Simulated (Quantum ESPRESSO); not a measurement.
## Magnetic state of K2MnSe2 from several starts

Does K2MnSe2 prefer parallel or opposed moments?

Program: Quantum ESPRESSO 7.5. Level of theory: PBEsol with U = 4 eV on Mn d (ortho-atomic projectors); plane waves with GBRV 1.5 PBEsol potentials, no spin-orbit coupling. Results are calculated unless marked as measured.

### 1. Starting point

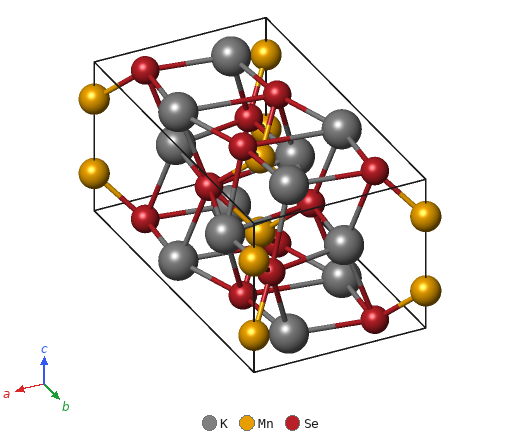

Start, viewed from a free direction; potassium grey, manganese orange, selenium red. This picture shows the conventional cell, with its axes. Some periodic images of atoms are drawn too.

As a file:

```cif
data_structure
_symmetry_space_group_name_H-M 'P 1'
_symmetry_Int_Tables_number 1
_cell_length_a 8.1682
_cell_length_b 8.1682
_cell_length_c 8.1682
_cell_angle_alpha 127.964
_cell_angle_beta 72.280
_cell_angle_gamma 133.567
_cell_volume 304.42
loop_
_atom_site_label
_atom_site_type_symbol
_atom_site_fract_x
_atom_site_fract_y
_atom_site_fract_z
_atom_site_occupancy
K1 K 0.14639 0.33930 0.48569 1
K2 K 0.85361 0.66070 0.51431 1
K3 K 0.35361 0.83930 0.19291 1
K4 K 0.64639 0.16070 0.80709 1
Mn5 Mn 0.25000 0.25000 0.00000 1
Mn6 Mn 0.75000 0.75000 0.00000 1
Se7 Se 0.89408 0.19827 0.09235 1
Se8 Se 0.10592 0.80173 0.90765 1
Se9 Se 0.60592 0.69827 0.30419 1
Se10 Se 0.39408 0.30173 0.69581 1
```

The cell comes from the Crystallography Open Database.

### 2. Start 1: ferro ++

The signs are those of the starting moments on the seeded atoms, the atoms that are given a moment.

pw.in reads:

```
&CONTROL
  calculation = 'scf'
  prefix = 'pwscf'
  outdir = './tmp'
  pseudo_dir = './pseudo'
  disk_io = 'nowf'
/
&SYSTEM
  ibrav = 0
  nat = 10
  ntyp = 3
  ecutwfc = 40
  ecutrho = 280
  nbnd = 64
  occupations = 'smearing'
  smearing = 'fd'
  degauss = 0.00367493
  nspin = 2
  starting_magnetization(1) = 0
  starting_magnetization(2) = 0.3
  starting_magnetization(3) = 0
/
&ELECTRONS
  conv_thr = 2d-08
  electron_maxstep = 150
  mixing_beta = 0.3
/
ATOMIC_SPECIES
K      39.0983 k_pbesol_v1.4.uspp.F.UPF
Mn     54.9380 mn_pbesol_v1.5.uspp.F.UPF
Se     78.9710 se_pbesol_v1.uspp.F.UPF
CELL_PARAMETERS angstrom
  -3.5830000000    6.5965000000    3.2200000000
   3.5830000000   -6.5965000000    3.2200000000
   3.5830000000    6.5965000000   -3.2200000000
ATOMIC_POSITIONS crystal
K       0.1463900000    0.3393000000    0.4856900000
K       0.8536100000    0.6607000000    0.5143100000
K       0.3536100000    0.8393000000    0.1929100000
K       0.6463900000    0.1607000000    0.8070900000
Mn      0.2500000000    0.2500000000    0.0000000000
Mn      0.7500000000    0.7500000000    0.0000000000
Se      0.8940800000    0.1982700000    0.0923500000
Se      0.1059200000    0.8017300000    0.9076500000
Se      0.6059200000    0.6982700000    0.3041900000
Se      0.3940800000    0.3017300000    0.6958100000
K_POINTS automatic
4 4 4 0 0 0
HUBBARD {ortho-atomic}
U Mn-3d 4.0000
```

Launch:

```bash
$ OMP_NUM_THREADS=1 mpirun -n 4 pw.x -nk 4 -in pw.in > pw.out
```

What it wrote:

```text
Program PWSCF v.7.5 starts

     Message from routine setup:
     using ibrav=0 with symmetry is DISCOURAGED, use correct ibrav instead

     K-points division:     npool     =       4
     Subspace diagonalization in iterative solution of the eigenvalue problem:

     G-vector sticks info
     --------------------
     sticks:   dense  smooth     PW     G-vecs:    dense   smooth      PW
     Sum        3855    2205    683               162591    70217   12267

     Using Slab Decomposition

     bravais-lattice index     =            0
     lattice parameter (alat)  =      15.4357  a.u.
     unit-cell volume          =    2054.3424 (a.u.)^3
     number of atoms/cell      =           10
     number of atomic types    =            3
     number of electrons       =        90.00
     number of Kohn-Sham states=           64
     kinetic-energy cutoff     =      40.0000  Ry
     charge density cutoff     =     280.0000  Ry
     scf convergence threshold =      2.0E-08
     mixing beta               =       0.3000
     number of iterations used =            8  plain     mixing
     Exchange-correlation= SLA  PW   PSX  PSC
                           (   1   4  10   8   0   0   0)
     Hubbard projectors: ortho-atomic
     Hubbard parameters of DFT+U (Dudarev formulation) in eV:
     U(Mn-3d) =  4.0000

     Internal variables: lda_plus_u =T, lda_plus_u_kind = 0

     Internal variables: orbital_resolved =F, hub_pot_fix =F, apply_U = F

     celldm(1)=  15.435731  celldm(2)=   0.000000  celldm(3)=   0.000000
     celldm(4)=   0.000000  celldm(5)=   0.000000  celldm(6)=   0.000000

     crystal axes: (cart. coord. in units of alat)
               a(1) = (  -0.438650   0.807579   0.394210 )
               a(2) = (   0.438650  -0.807579   0.394210 )
               a(3) = (   0.438650   0.807579  -0.394210 )

     reciprocal axes: (cart. coord. in units 2 pi/alat)
               b(1) = (  0.000000  0.619134  1.268360 )
               b(2) = (  1.139860 -0.000000  1.268360 )
               b(3) = (  1.139860  0.619134  0.000000 )

     PseudoPot. # 1 for K  read from file:
     k_pbesol_v1.4.uspp.F.UPF
     Pseudo is Ultrasoft + core correction, Zval =  9.0
     Generated by new atomic code, or converted to UPF format
     Using radial grid of  841 points,  6 beta functions with:
                l(1) =   0
                l(2) =   0
                l(3) =   1
                l(4) =   1
                l(5) =   2
                l(6) =   2
     Q(r) pseudized with  6 coefficients,  rinner =    1.500   1.500   1.500
                                                       1.500   1.500

     PseudoPot. # 2 for Mn read from file:
     mn_pbesol_v1.5.uspp.F.UPF
     Pseudo is Ultrasoft + core correction, Zval = 15.0
     Generated by new atomic code, or converted to UPF format
     Using radial grid of  859 points,  6 beta functions with:
                l(1) =   0
                l(2) =   0
                l(3) =   1
                l(4) =   1
                l(5) =   2
                l(6) =   2
     Q(r) pseudized with  8 coefficients,  rinner =    0.950   0.950   0.950
                                                       0.950   0.950

     PseudoPot. # 3 for Se read from file:
     se_pbesol_v1.uspp.F.UPF
     Pseudo is Ultrasoft + core correction, Zval =  6.0
     Generated by new atomic code, or converted to UPF format
     Using radial grid of  877 points,  6 beta functions with:
                l(1) =   0
                l(2) =   0
                l(3) =   1
                l(4) =   1
                l(5) =   2
                l(6) =   2
     Q(r) pseudized with  8 coefficients,  rinner =    1.300   1.300   1.300
                                                       1.300   1.300

     atomic species   valence    mass     pseudopotential
     K                 9.00    39.09830     K ( 1.00)
     Mn               15.00    54.93800     Mn( 1.00)
     Se                6.00    78.97100     Se( 1.00)

     Starting magnetic structure
     atomic species   magnetization
     K               0.000
     Mn              0.300
     Se              0.000

      8 Sym. Ops., with inversion, found ( 4 have fractional translation)

   Cartesian axes

     site n.     atom                  positions (alat units)
         1        K      tau(   1) = (   0.2976681   0.2364431  -0.0000000  )
         2        K      tau(   2) = (   0.1409822   0.5711363   0.3942099  )
         3        K      tau(   3) = (   0.2976681  -0.2364431   0.3942099  )
         4        K      tau(   4) = (   0.1409822   1.0440225   0.0000000  )
         5        Mn     tau(   5) = (   0.0000000   0.0000000   0.1971049  )
         6        Mn     tau(   6) = (  -0.0000000  -0.0000000   0.5913148  )
         7        Se     tau(   7) = (  -0.2647079   0.6365018   0.3942099  )
         8        Se     tau(   8) = (   0.7033583   0.1710776   0.0000000  )
         9        Se     tau(   9) = (   0.1739424   0.1710776   0.3942099  )
        10        Se     tau(  10) = (   0.2647079   0.6365018  -0.0000000  )

     number of k points=    18  Fermi-Dirac smearing, width (Ry)=  0.0037
                       cart. coord. in units 2pi/alat
        k(    1) = (   0.0000000   0.0000000   0.0000000), wk =   0.0156250
        k(    2) = (   0.2849650   0.1547835   0.0000000), wk =   0.0625000
        k(    3) = (  -0.5699300  -0.3095671   0.0000000), wk =   0.0312500
        k(    4) = (   0.2849650  -0.0000000   0.3170900), wk =   0.0625000
        k(    5) = (   0.5699300   0.1547835   0.3170900), wk =   0.1250000
        [... 13 further k-points ...]

     Dense  grid:   162591 G-vectors     FFT dimensions: (  90,  90,  90)

     Smooth grid:    70217 G-vectors     FFT dimensions: (  64,  64,  64)

     Check: negative core charge=   -0.000012
     Generating pointlists ...
     new r_m :   0.1656 (alat units)  2.5559 (a.u.) for type    1
     new r_m :   0.1294 (alat units)  1.9971 (a.u.) for type    2
     new r_m :   0.1294 (alat units)  1.9971 (a.u.) for type    3

     Initial potential from superposition of free atoms

     starting charge      86.9849, renormalised to      90.0000

     STARTING HUBBARD OCCUPATIONS:

     =================== HUBBARD OCCUPATIONS ===================
     ------------------------ ATOM    5 ------------------------
     Tr[ns(  5)] (up, down, total) =   5.00000  0.00000  5.00000
     Atomic magnetic moment for atom   5 =   5.00000
     [... lines left out ...]
     ------------------------ ATOM    6 ------------------------
     Tr[ns(  6)] (up, down, total) =   5.00000  0.00000  5.00000
     Atomic magnetic moment for atom   6 =   5.00000
     [... lines left out ...]
     Number of occupied Hubbard levels =   10.0000

     Atomic wfc used for Hubbard projectors are orthogonalized

     Starting wfcs are   74 randomized atomic wfcs

     Self-consistent Calculation

     iteration #  1     ecut=    40.00 Ry     beta= 0.30
     Davidson diagonalization with overlap
     ethr =  1.00E-02,  avg # of iterations =  7.3

     =================== HUBBARD OCCUPATIONS ===================
     ------------------------ ATOM    5 ------------------------
     Tr[ns(  5)] (up, down, total) =   4.66398  0.11569  4.77968
     Atomic magnetic moment for atom   5 =   4.54829
     [... lines left out ...]
     ------------------------ ATOM    6 ------------------------
     Tr[ns(  6)] (up, down, total) =   4.66398  0.11569  4.77968
     Atomic magnetic moment for atom   6 =   4.54829
     [... lines left out ...]
     Number of occupied Hubbard levels =    9.5594

     total energy              =    -823.00201533 Ry
     estimated scf accuracy    <       2.91433731 Ry

     total magnetization       =     9.98 Bohr mag/cell
     absolute magnetization    =    10.07 Bohr mag/cell

     iteration #  2     ecut=    40.00 Ry     beta= 0.30
     Davidson diagonalization with overlap
     ethr =  3.24E-03,  avg # of iterations =  2.3

     total energy              =    -823.50779570 Ry
     estimated scf accuracy    <       0.22643715 Ry

     total magnetization       =    10.00 Bohr mag/cell
     absolute magnetization    =    10.07 Bohr mag/cell

     iteration #  3     ecut=    40.00 Ry     beta= 0.30
     Davidson diagonalization with overlap
     ethr =  2.52E-04,  avg # of iterations =  7.8

     total energy              =    -823.55099943 Ry
     estimated scf accuracy    <       0.05441534 Ry

     total magnetization       =    10.00 Bohr mag/cell
     absolute magnetization    =    10.04 Bohr mag/cell

     [... further iterations left out ...]

     iteration #  9     ecut=    40.00 Ry     beta= 0.30
     Davidson diagonalization with overlap
     ethr =  1.14E-08,  avg # of iterations = 12.0

     negative rho (up, down):  0.000E+00 7.086E-04

     total energy              =    -823.56465467 Ry
     estimated scf accuracy    <       0.00000573 Ry

     total magnetization       =    10.00 Bohr mag/cell
     absolute magnetization    =    10.09 Bohr mag/cell

     iteration # 10     ecut=    40.00 Ry     beta= 0.30
     Davidson diagonalization with overlap
     ethr =  6.37E-09,  avg # of iterations =  2.6

     negative rho (up, down):  0.000E+00 7.082E-04

     total energy              =    -823.56465672 Ry
     estimated scf accuracy    <       0.00000073 Ry

     total magnetization       =    10.00 Bohr mag/cell
     absolute magnetization    =    10.09 Bohr mag/cell

     iteration # 11     ecut=    40.00 Ry     beta= 0.30
     Davidson diagonalization with overlap
     ethr =  8.11E-10,  avg # of iterations =  7.3

     negative rho (up, down):  0.000E+00 7.081E-04

     total energy              =    -823.56465719 Ry
     estimated scf accuracy    <       0.00000006 Ry

     total magnetization       =    10.00 Bohr mag/cell
     absolute magnetization    =    10.09 Bohr mag/cell

     iteration # 12     ecut=    40.00 Ry     beta= 0.30
     Davidson diagonalization with overlap
     ethr =  7.22E-11,  avg # of iterations =  9.4

     negative rho (up, down):  0.000E+00 7.074E-04

     Magnetic moment per site  (integrated on atomic sphere of radius R)
     atom   1 (R=0.166)  charge=  7.9517  magn=  0.0118
     atom   2 (R=0.166)  charge=  7.9517  magn=  0.0118
     atom   3 (R=0.166)  charge=  7.9517  magn=  0.0118
     atom   4 (R=0.166)  charge=  7.9517  magn=  0.0118
     atom   5 (R=0.129)  charge= 13.1409  magn=  4.3844
     atom   6 (R=0.129)  charge= 13.1409  magn=  4.3844
     atom   7 (R=0.129)  charge=  3.9334  magn=  0.0278
     atom   8 (R=0.129)  charge=  3.9334  magn=  0.0278
     atom   9 (R=0.129)  charge=  3.9334  magn=  0.0278
     atom  10 (R=0.129)  charge=  3.9334  magn=  0.0278

     End of self-consistent calculation

     =================== HUBBARD OCCUPATIONS ===================
     ------------------------ ATOM    5 ------------------------
     Tr[ns(  5)] (up, down, total) =   4.95652  0.31483  5.27135
     Atomic magnetic moment for atom   5 =   4.64169
     [... lines left out ...]
     ------------------------ ATOM    6 ------------------------
     Tr[ns(  6)] (up, down, total) =   4.95652  0.31483  5.27135
     Atomic magnetic moment for atom   6 =   4.64169
     [... lines left out ...]
     Number of occupied Hubbard levels =   10.5427

     [... lines left out ...]
     the Fermi energy is     5.2156 ev

!    total energy              =    -823.56465735 Ry
     estimated scf accuracy    <          9.4E-09 Ry
     smearing contrib. (-TS)   =      -0.00000000 Ry
     internal energy E=F+TS    =    -823.56465735 Ry

     The total energy is F=E-TS. E is the sum of the following terms:
     one-electron contribution =    -524.96765869 Ry
     hartree contribution      =     284.00499942 Ry
     xc contribution           =    -206.50282839 Ry
     ewald contribution        =    -376.19765926 Ry
     Hubbard energy            =       0.09848957 Ry

     total magnetization       =    10.00 Bohr mag/cell
     absolute magnetization    =    10.09 Bohr mag/cell

     convergence has been achieved in  12 iterations

=------------------------------------------------------------------------------=
   JOB DONE.
=------------------------------------------------------------------------------=
```

Elapsed: 3.6 min, on 4 MPI ranks of Intel Xeon Platinum 8488C (Sapphire Rapids), shared host; peak memory 1.7 GiB.

Spin moment in the atom's sphere by atom:

| atom | spin moment in the atom's sphere (μB) |
| --- | --- |
| K1 | 0.01 |
| K2 | 0.01 |
| K3 | 0.01 |
| K4 | 0.01 |
| Mn5 | 4.38 |
| Mn6 | 4.38 |
| Se7 | 0.03 |
| Se8 | 0.03 |
| Se9 | 0.03 |
| Se10 | 0.03 |

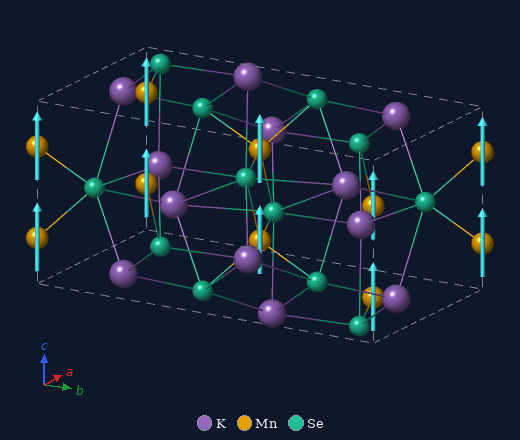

Spin moment in the atom's sphere as arrows, the longest 4.38 μB. Up and down stand for the sign. Arrows give size and sign along the axis of quantisation, drawn up and down the page. Some periodic images of atoms are drawn too.

Read from the output:

```yaml
smearing_term_ts: 3.07e-9 eV
magnetization: 10 μB
absolute_magnetization: 10.09 μB
final_state: ferromagnetic
```

[end of part 1 of 3]

[Logs and program files are shortened in this print: banners, set-up blocks, solver, clock and traceback lines can be left out without a mark of their own.]

[Logs are printed without paths, hosts, clocks, repeated set-up lines and the standing remarks that a program may print on its own settings, such as how far it seeks lower states.]

[Hosts, paths, dates, database ids (printed as entryN), source tags and the programs' standing remarks are cut or masked in the printed files.]

[Where a cell is said to come from a database of computed structures, the database is the Materials Project.]
